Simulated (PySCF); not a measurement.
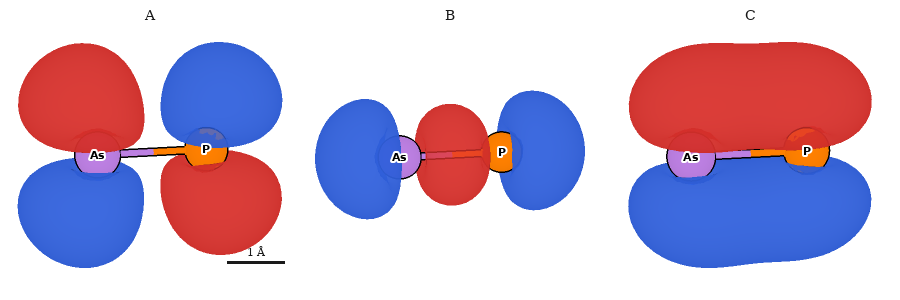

The picture shows: AsP. Three frontier orbitals, each drawn at the value that holds 80 % of its norm (red and blue are the two phases), in no order; of a degenerate pair one member is drawn.

These are results of PBE0/6-31G(d,p), non-relativistic, at a bond length of 1.999 Å (PySCF 2.14.0), not measurements.

> Name the orbitals and rank them from lowest to highest energy.

Orbital B: σ, occupied, −8.12 eV; shared between the atoms (As 50 %, P 50 %).
Orbital C: π, occupied, −7.78 eV; bonding, with no node between the atoms.
Orbital A: π, empty, −2.66 eV; antibonding, with a node between the atoms.
